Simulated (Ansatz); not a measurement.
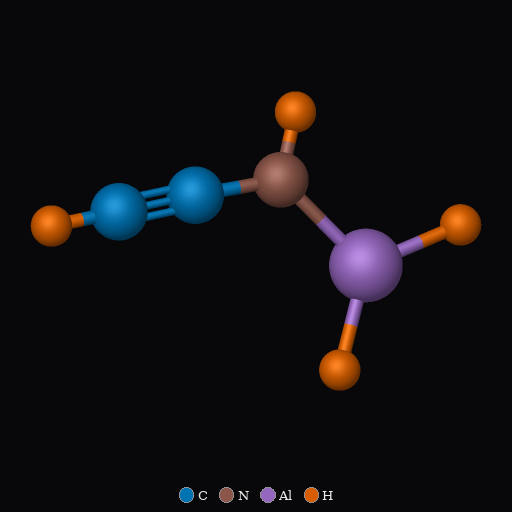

The picture comes from a calculation with Ansatz.

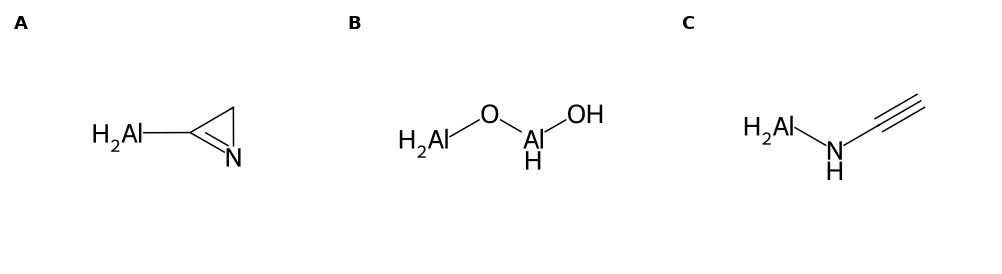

> Which structural formula matches the 3D model?

C, `C#C[NH][AlH2]`.
